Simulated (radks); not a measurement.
The Os²⁺ ion; electrons: [Xe] 4f14 5d6. It is put inside a hard spherical wall of varying radius. The calculation used the in-house radial solver radks at this level: scalar-relativistic Kohn-Sham, LDA (Slater exchange, Perdew-Wang correlation), spin-unpolarised, spherical densities, finite nucleus. Wanted, and plotted below: the pressure on the wall (left axis) and the energy above the free species (right axis).

The pressure grows from 0.0014 GPa at 8 bohr through 0.20 GPa at 6 bohr to 99 GPa at 3.5 bohr, and the energy above the free species from 0.000459 eV through 0.0387 eV to 6.87 eV. The pressure is −dE/dV with V = 4πR³/3.

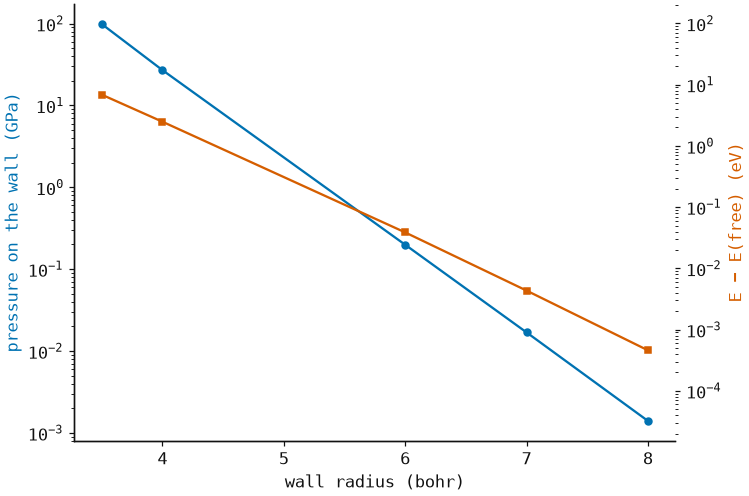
